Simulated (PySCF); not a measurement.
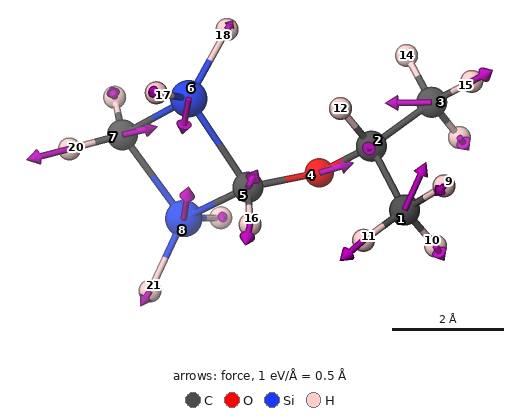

Starting geometry of C$_{5}$H$_{14}$OSi$_{2}$ with the computed forces as purple arrows. Style: ball-and-stick. Shown at a tilt.

The start comes from GFN2-xTB. Its atoms were then displaced at random by about 0.01 Å.

Computed with PBE0-D3(BJ)/def2-SVP geometry optimisation, gas phase in PySCF. 

Q: Is this structure relaxed? If not, where do the atoms go?

A: It isn't relaxed: the largest force vector, on a C atom, is 1.94 eV/Å. The final displacements have little in common with the starting forces (cosine between the two patterns −0.02). The largest moves after the best rigid fit, 1.09 Å, are those of H atoms. By element the largest moves are H 1.09 Å, C 0.54 Å, Si 0.38 Å, O 0.25 Å. Near-neighbour distances that change, for instance: C–H 1.078 → 1.116 Å, C–H 1.065 → 1.100 Å, H–Si 1.461 → 1.496 Å, C–Si 1.934 → 1.903 Å. Bond angles that change, for instance: O–C–Si 114.1° → 124.0°, Si–C–H 114.8° → 105.5°, Si–C–H 113.9° → 105.0°. Groups turn about C–Si by about 30°, C–Si by about 30°, C–Si by about 25°. After 17 geometry steps the energy has fallen by 34.3 kJ/mol.
